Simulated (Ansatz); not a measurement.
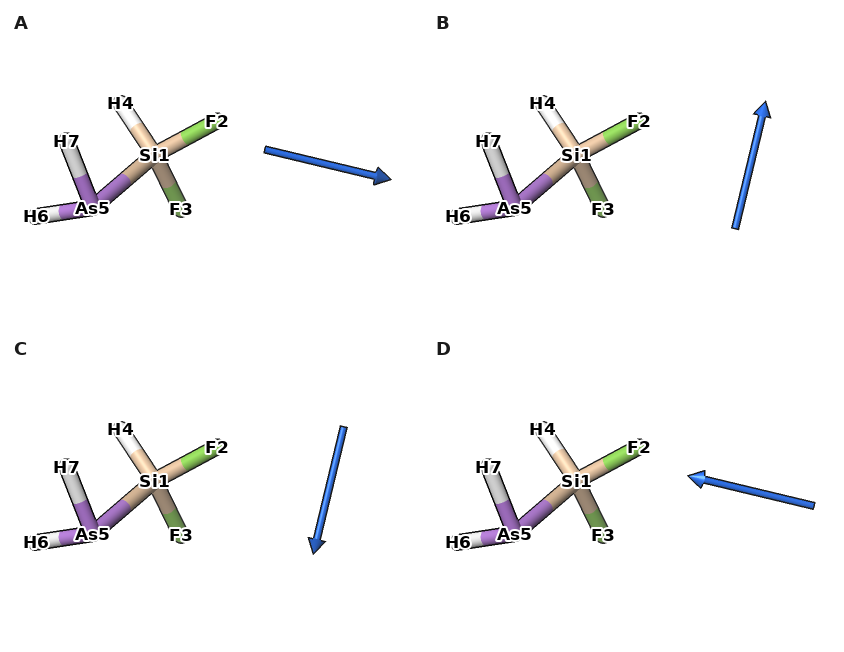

The same molecule four times, each with an arrow. The geometry was computed by an optimisation with PBE0-D4/def2-TZVP. Level of theory: RKS PBE0-D4/def2-TZVP (Ansatz 0.2.0).

### Which arrow points along the dipole moment, from the negative to the positive end?

D. The dipole moment is 1.80 D; it points from the side of F2, F3 to the side of H6, H7 (the outermost atoms at the two ends).
